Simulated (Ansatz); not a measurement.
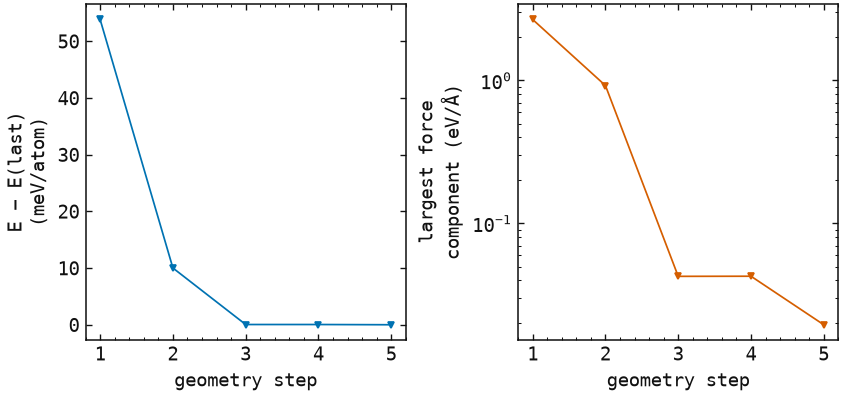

History of a geometry optimisation. Only the atoms move.

- system: SrZn₂₆Se₂₇ (defect cell, 54 atoms in the cell)
- method: DFT, PBE, plane-wave PAW, default files, scalar-relativistic in Ansatz; cutoff 420 eV, 2×2×2 k-mesh, Fermi–Dirac smearing of 0.01 eV

Q: How did the optimisation end?

A: The optimisation met its thresholds at geometry 5, counting the start as the first. The energy fell by about 54 meV/atom from the first step to the last. The largest force component goes from about 2.7 eV/Å at the start to 0.02 eV/Å at the end.
